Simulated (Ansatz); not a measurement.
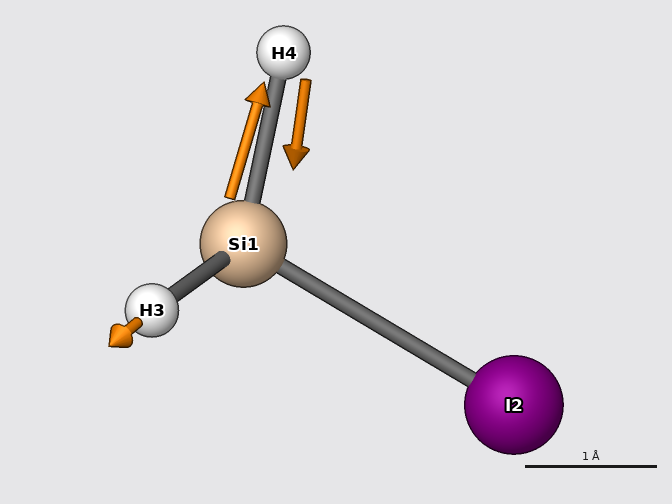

Arrows show the forces on the atoms, 2 Å of arrow for 1 eV/Å; forces under a tenth of the largest aren't drawn. Charge 0, doublet. Level of theory: PBE0-D4/def2-TZVPP (Ansatz 0.2.0).

Q: On which atom is the force largest, and how large is it?

A: On Si1: 0.47 eV/Å.

Q: Along which bond is the force strongest?

A: Si1–H4, now 1.510 Å: the forces pull its atoms together, so a first step downhill shortens it.

List the force components in the frame of the picture (x right, y up, z towards the viewer), in eV/Å.

```json
{"atom": "Si1", "Fx": "0.13", "Fy": "0.45", "Fz": "−0.04"}
{"atom": "I2", "Fx": "0.03", "Fy": "−0.01", "Fz": "−0.01"}
{"atom": "H3", "Fx": "−0.11", "Fy": "−0.10", "Fz": "0.14"}
{"atom": "H4", "Fx": "−0.05", "Fy": "−0.35", "Fz": "−0.09"}
```
